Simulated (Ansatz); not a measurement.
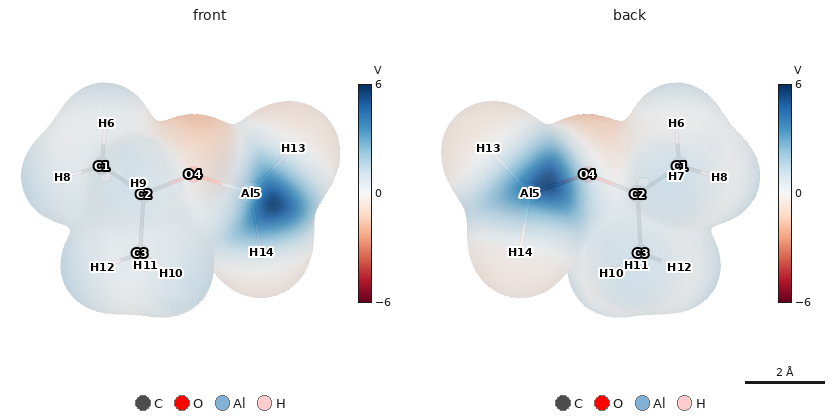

*C₃H₉AlO (SMILES CC(C)[O][AlH2]). The molecular electrostatic potential painted on the density surface at 0.004 e/bohr³, seen from the front and from behind; the colour scale runs from red (negative) to blue (positive).*

Geometry: PBE0-D4/def2-TZVP.

Theory: RKS PBE0-D4/def2-TZVPP in Ansatz 0.2.0.

```csv
atom,x (Å),y (Å),z (Å)
C,-1.2297,0.3905,1.1666
C,0.1789,0.1417,0.6617
C,0.4011,-1.3150,0.3023
O,0.4390,0.9987,-0.4188
Al,0.7947,0.9929,-2.0620
H,-1.3676,1.4475,1.3998
H,-1.9611,0.1079,0.4038
H,-1.4300,-0.1944,2.0676
H,0.8821,0.4121,1.4620
H,1.4205,-1.4803,-0.0550
H,-0.2908,-1.6287,-0.4852
H,0.2385,-1.9560,1.1721
H,0.9385,2.4179,-2.7254
H,0.9728,-0.3644,-2.8608
```

Q: Which sites attract a positive test charge, and which a negative one?

A: A positive charge is drawn to the negative regions and a negative charge to the positive ones. The most negative region (about −1.4 V) lies over O4, the most positive (about +5.3 V) over Al5. O4 is the likeliest acceptor of a hydrogen bond.
